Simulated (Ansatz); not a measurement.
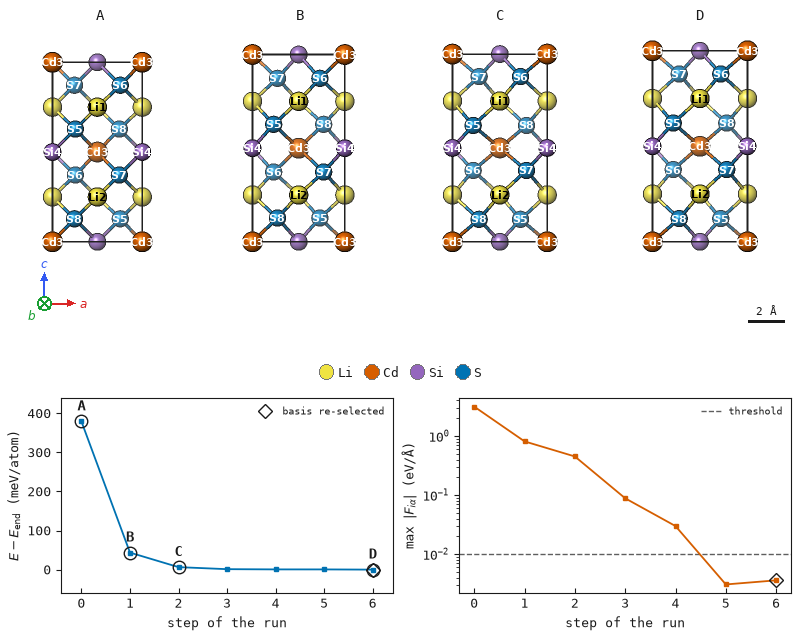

Frames of a relaxation of solid Li2CdSiS4 (built on the stannite type), marked on the history of the run. A ball-and-stick model of the conventional cell (2 times the calculation's cell), seen along the b axis. Lengths and directions refer to the drawn axes.

The calculation used Ansatz, DFT, PBEsol, plane waves, PAW.

Input file:
```yaml
crystal:
  lattice:
    - [-2.5636372678, 2.5636372678, 5.1272745356]
    - [2.5636372678, -2.5636372678, 5.1272745356]
    - [2.5636372678, 2.5636372678, -5.1272745356]
  atoms:
    - { symbol: Li, position: [0.75, 0.25, 0.5] }
    - { symbol: Li, position: [0.25, 0.75, 0.5] }
    - { symbol: Cd, position: [0.0, 0.0, 0.0] }
    - { symbol: Si, position: [0.5, 0.5, 0.0] }
    - { symbol: S, position: [0.883, 0.883, 0.51] }
    - { symbol: S, position: [0.117, 0.627, 0.0] }
    - { symbol: S, position: [0.627, 0.117, 0.0] }
    - { symbol: S, position: [0.373, 0.373, 0.49] }
kpoints:
  mp_grid: { grid: [6, 6, 6] }
hamiltonian:
  xc: pbesol
scf:
  occupations: { method: fermi_dirac, width: 0.03 }
relax:
  f_tol: 0.01
  cell: {}
  max_steps: 120
```

Run as
```bash
ansatz run input.yaml --threads 4 --pin off --max-ram 4608MiB --backend cpu --events-out ev --progress --plain --runs-dir out
```

Describe the path.

Answer. The largest moves relative to the cell, 0.29 Å, are those of S5, S6, S7 and S8. S8 goes roughly along [3 3 −1]. Li and Si and Cd stay in place. Cell: a = b 5.127 → 5.426 Å (+5.8 %), c 10.255 → 10.912 Å (+6.4 %). Volume +19.2 %. Some distances before and after: Cd3–S5 2.209 → 2.535 Å, Li1–S5 2.203 → 2.388 Å, Si4–S5 2.268 → 2.137 Å. Among the angles between lasting bonds that change: S5–Cd3–S8 107.1° → 116.9°, Li1–S5–Si4 108.4° → 116.3°, Li1–S5–Cd3 110.5° → 102.7°. The space group stays I-42m (No. 121). Over 5 accepted moves (6 points after the start) the energy falls by 379 meV per atom. The largest force component goes from 3.1 to 0.0036 eV/Å. Pressure: 14.62 GPa at the start and 0.03 GPa at the end. The SCF was repeated once at an unchanged geometry on a basis and grid sized afresh for the cell, which shifted the energy by 0.5 meV per atom at most. Cost: 26 s on 4 threads of Arm Neoverse V1, on a shared host, peak memory 0.55 GiB. From step 0 to 1: S atoms move most (0.19 Å), volume +10.4 %, energy −336 meV per atom. From step 1 to 2: S atoms move most (0.12 Å), volume +5.4 %, energy −37.2 meV per atom. From step 2 to 6: S atoms move most (0.02 Å), volume +2.4 %, energy −6.4 meV per atom.

```tsv
step	E − E(0), meV/atom	largest force component, eV/Å	pressure, GPa	volume, Å³/atom	note
0	0.00	3.1459	14.62	16.849	
1	-335.57	0.8107	2.92	18.607	
2	-372.78	0.4502	2.21	19.604	
3	-377.99	0.0880	0.29	19.980	
4	-378.59	0.0298	0.04	20.056	
5	-378.64	0.0031	0.00	20.079	
6	-379.16	0.0036	0.03	20.079	same geometry, new basis
```
